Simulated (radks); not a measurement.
# Run report: W, atomic calculation

System: the neutral tungsten atom in the configuration [Xe] 4f14 5d5 6s1.
Method: scalar-relativistic Kohn-Sham, BLYP, spin-unpolarised, spherical densities, finite nucleus (the in-house radial solver radks).

**Summary**

- outcome: converged
- total energy: −16140.8779 hartree
- kinetic energy: 17779.0236 hartree
- electron–nucleus energy: −39906.9733 hartree
- Hartree energy: 6310.7391 hartree
- exchange–correlation energy: −323.667325 hartree
- radius at density 0.001 e/bohr³: 4.75 bohr
- SCF iterations: 17
- hardware: 1 CPU thread, shared host

**Input**
```
Z 74
configuration [Xe] 4f14 5d5 6s1
relativity scalar-relativistic
functional b88,lyp
spin unpolarised
nucleus finite rms 5.3658 fm
c 137.035999084
```

Energies in input and log are in hartree, lengths in bohr (the nuclear radius in fm).

**Output**
```
1s      1   2.0000       -2553.16870284
2s      1   2.0000        -440.63952469
2p      1   6.0000        -385.46113490
3s      1   2.0000        -101.41634744
3p      1   6.0000         -85.06932926
3d      1  10.0000         -66.23561900
4s      1   2.0000         -20.85115382
4p      1   6.0000         -15.48697701
4d      1  10.0000          -8.68118222
4f      1  14.0000          -1.14169226
5s      1   2.0000          -2.82970159
5p      1   6.0000          -1.51676937
5d      1   5.0000          -0.11806754
6s      1   1.0000          -0.18667761
Etot -16140.877936360157
Ekin 17779.023585158502
Encl -39906.973292137605
Eh 6310.739096058032
Exc -323.6673254390857
err 1.9224378772213588e-09
it 17
```

**Orbitals**

```tsv
orbital	occupation	energy (eV)	⟨r⟩ (bohr)	outer maximum (bohr)
1s	2	−69475.3	0.01835	0.0115
2s	2	−11990.4	0.07757	0.0657
2p	6	−10488.9	0.06943	0.0539
3s	2	−2759.7	0.2011	0.185
3p	6	−2314.9	0.2013	0.183
3d	10	−1802.4	0.1824	0.149
4s	2	−567.389	0.4496	0.421
4p	6	−421.422	0.4780	0.441
4d	10	−236.227	0.5114	0.452
5s	2	−77.000	1.069	0.962
5p	6	−41.273	1.255	1.09
4f	14	−31.067	0.6084	0.428
6s	1	−5.080	3.284	2.70
5d	5	−3.213	2.200	1.52
```

**Slater integrals of the outer shells (hartree)**

```
 integral   value
F0(5d,5d)  0.4194
F2(5d,5d)  0.2046
F4(5d,5d)  0.1311
F0(5d,6s)  0.3176
G2(5d,6s)  0.0992
F0(5d,4f)  0.5675
F2(5d,4f)  0.1156
F4(5d,4f)  0.0524
G1(5d,4f)  0.0435
G3(5d,4f)  0.0371
G5(5d,4f)  0.0287
F0(5d,5p)  0.5163
F2(5d,5p)  0.2300
G1(5d,5p)  0.2622
G3(5d,5p)  0.1597
F0(6s,6s)  0.2754
F0(6s,4f)  0.3649
G3(6s,4f)  0.0091
F0(6s,5p)  0.3486
G1(6s,5p)  0.0236
```

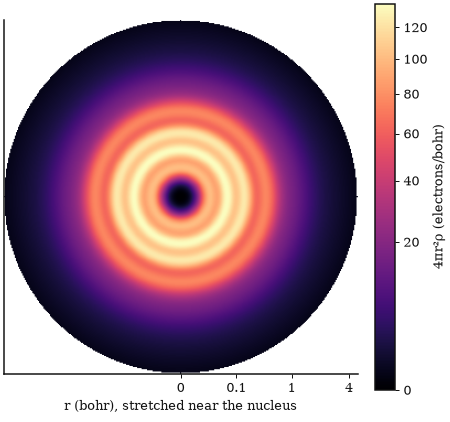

*The radial density 4πr²ρ as a disc about the nucleus, with the radius drawn as r to the power 0.3.*

There are 4 maxima, at r = 0.0124, 0.0566, 0.158 and 0.418 bohr, parted by minima at 0.0238, 0.102 and 0.296 bohr, inside which lie 1.9, 11.1 and 29.9 electrons. The configuration has 6 principal shells, so not every shell has a maximum of its own.

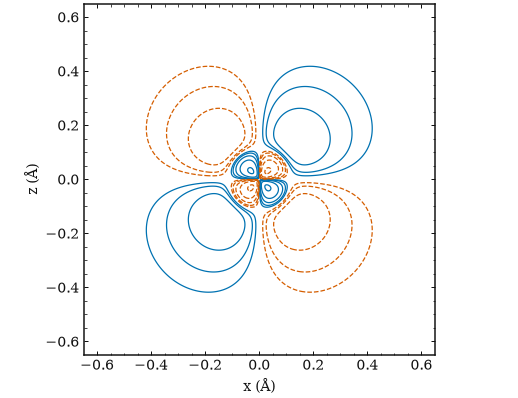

*One occupied orbital is shown. In the xz plane through the nucleus, contours of ψ are drawn, solid for positive and dashed for negative values, each about twice the one before. (1 bohr = 0.529 Å.) The radial function comes from the spherical calculation and is multiplied by a real spherical harmonic; the overall sign is chosen so that the largest lobe of P(r) is positive; at the scalar-relativistic level it is the large component.*

It is 4d(xz). It has the nodal planes xy and yz and 1 radial node, at r = 0.219 bohr. The outermost maximum of P² lies at 0.452 bohr, ⟨r⟩ = 0.511 bohr, 90 % of the charge lies within 0.767 bohr, and the eigenvalue is −236.2 eV, with 10 electrons in the shell.
